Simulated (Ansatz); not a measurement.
The reference is CdS in the wurtzite structure (space group P6_3mc, No. 186; a = 4.0741 Å, c = 6.6367 Å). Axes: x lies along a and z along c of the hexagonal cell.

Modification: the cell is stretched by 3.00 % along z with no lateral relaxation; the atoms relax in the strained cell.

All numbers come from LDA in Ansatz (plane waves to 420 eV, PAW, no SOC).

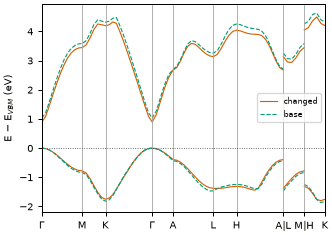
Figure: Highest valence and lowest conduction band along the path, each from its own valence-band maximum

The gap is 0.90 eV, direct at Γ; the base has 1.03 eV.

Whether these cells are dynamically stable was not tested.

Ansatz is a first-principles code.
